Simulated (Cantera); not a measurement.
Charge: 1 mol PbO, 0.83 mol H2, at 10.0 mbar.

Method: chemical equilibrium by Gibbs-energy minimisation in Cantera with the NASA 1993 tables (ideal gas, pure condensed phases). Candidate condensed phases: H2O, Pb, PbO, PbO2, Pb3O4; 12 gas species. Each liquid is taken as pure. Mutual solubility and eutectic melting of coexisting phases are not modelled. Gases not in the tables: (PbO)n polymers. Equilibrium is a limit: real reactors are often held back by kinetics, nucleation or transport.

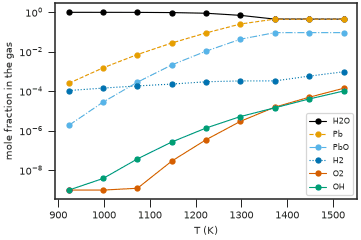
Figure. Equilibrium gas composition (values under 1e-9 drawn at 1e-9)

From 923 K to 1148 K the condensed part is Pb(l) + PbO(yellow). From 1223 K to 1298 K the condensed part is Pb(l) + PbO(l). From 1373 K to 1523 K nothing is condensed.
